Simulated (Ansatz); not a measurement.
**CH5AlBN: rigid scan of one bond length**

Wanted for CH5AlBN: a rigid scan of one bond length.

All numbers are computed with Ansatz 0.2.0 through its Python package. Level of theory: PBE/cc-pVDZ.

## (1) Starting point

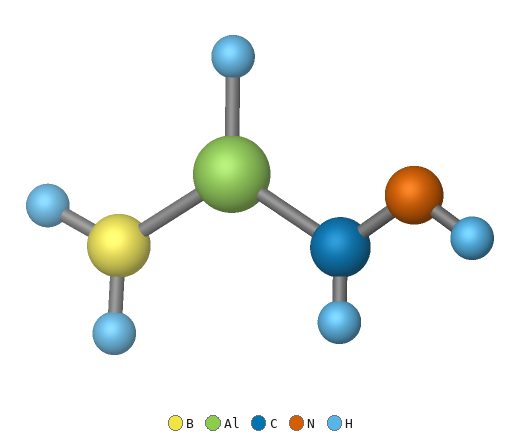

The starting structure, viewed from a chosen angle; boron yellow, aluminium green, carbon blue, nitrogen orange, hydrogen blue.

The script reads ch5albn.xyz:

```xyz
9

B    -1.09980    1.22480   -1.37960
Al    0.41780    0.13640   -0.67240
C     0.24820   -0.71820    1.07730
N     1.32930   -1.41100    1.53510
H    -2.12530    1.39120   -0.76120
H    -1.06710    1.80290   -2.45130
H     1.77410   -0.03530   -1.54000
H    -0.58500   -0.57800    1.67200
H     1.19640   -1.85930    2.50310
```

## (2) Script

File scan_ch5albn.py:

```python
'''Stretching a bond of CH5AlBN, the rest held rigid.'''

import ansatz as az
import matplotlib.pyplot as plt
import numpy as np

mol = az.Crystal.molecule_from_extxyz('ch5albn.xyz')

symbols = [site.symbol for site in mol.cartesian_sites]
start = np.array([site.position_ang for site in mol.cartesian_sites])
axis = (start[4] - start[0]) / np.linalg.norm(start[4] - start[0])
moving = [4]
lengths, energies = [1.064, 1.112, 1.161, 1.209, 1.257, 1.306, 1.354, 1.427], []
for length in lengths:
    xyz = start.copy()
    xyz[moving] += (length - np.linalg.norm(start[4] - start[0])) * axis
    point = az.Crystal.molecule()
    for symbol, place in zip(symbols, xyz):
        point = point.atom(symbol, place.tolist())
    calculation = (
        point.calculation()
        .basis(gaussian='cc-pVDZ')
        .functional('pbe')
    )
    rep = calculation.run().report
    energies.append(rep['free_energy_ev'])
    print(f'r = {length:6.3f} A  E = {energies[-1]:.5f} eV  <S^2> = {abs(rep["mean_field"]["state"]["spin_squared"]):.3f}')

# quartic fit about the minimum
fit = np.polynomial.Polynomial.fit(lengths, np.array(energies) - min(energies), 4).convert()
roots = [r.real for r in fit.deriv().roots() if abs(r.imag) < 1e-9 and fit.deriv(2)(r.real) > 0]
r_e = min(roots, key=lambda r: abs(r - lengths[int(np.argmin(energies))]))
print(f'minimum of the fit at {r_e:.4f} A, force constant {fit.deriv(2)(r_e):.2f} eV/A^2')
plt.figure(figsize=(4.5, 3))
plt.plot(lengths, np.array(energies) - min(energies), 'o-')
plt.xlabel('bond length (A)')
plt.ylabel('E - E(min) (eV)')
plt.tight_layout()
plt.savefig('scan.png', dpi=100)
```

## (3) What the engine is handed

The package turns the script's settings into the engine's input (first run):

```yaml
crystal:
  periodic: [false, false, false]
  atoms:
    - { symbol: B, position_ang: [-1.0998, 1.2248, -1.3796] }
    - { symbol: Al, position_ang: [0.4178, 0.1364, -0.6724] }
    - { symbol: C, position_ang: [0.2482, -0.7182, 1.0773] }
    - { symbol: "N", position_ang: [1.3293, -1.411, 1.5351] }
    - { symbol: H, position_ang: [-2.0022841580347865, 1.3712391651847766, -0.8353813716931138] }
    - { symbol: H, position_ang: [-1.0671, 1.8029, -2.4513] }
    - { symbol: H, position_ang: [1.7741, -0.0353, -1.54] }
    - { symbol: H, position_ang: [-0.585, -0.578, 1.672] }
    - { symbol: H, position_ang: [1.1964, -1.8593, 2.5031] }
basis:
  gaussian:
    orbitals: cc-pVDZ
hamiltonian:
  xc: pbe
```

## (4) The run

Command:

```
$ python scan_ch5albn.py
```

Q: Predict the main results. Wanted: range of energy; lowest point, distance.

As calculated:

| quantity | value |
| --- | --- |
| bond length at the fit's minimum | 1.2222 Å |
| runs compared | 8 |
| range of energy | 0.356 eV |
| lowest point, distance (Å) | 1.21 |

The lowest point, at 1.21, lies inside the range. The ends stand 0.356 and 0.325 eV above it. The distance scanned is the script's pair 0, 4. Reading the output:
- The rest of the molecule is held rigid at a force-field or estimated start geometry, and the basis set is modest; single-reference methods fail as a bond breaks.
- The orbitals are restricted, so S² is zero by construction.
